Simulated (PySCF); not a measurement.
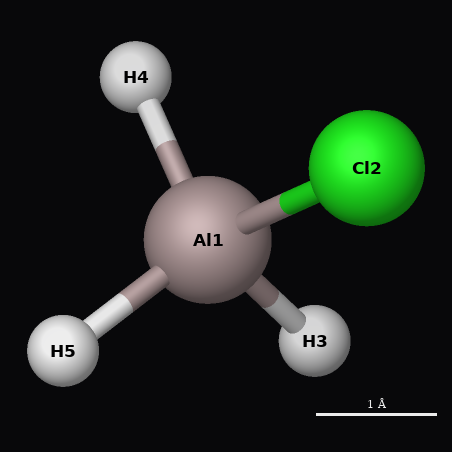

Numbered structure. State: charge −1, singlet. The geometry was computed by an optimisation with PBE0-D3(BJ)/def2-SVP. No frequency run is at hand to confirm it as a minimum.

Give these bond angles: Cl2–Al1–H3, H3–Al1–H4.

```csv
angle,degrees
Cl2–Al1–H3,108.3
H3–Al1–H4,110.6
```
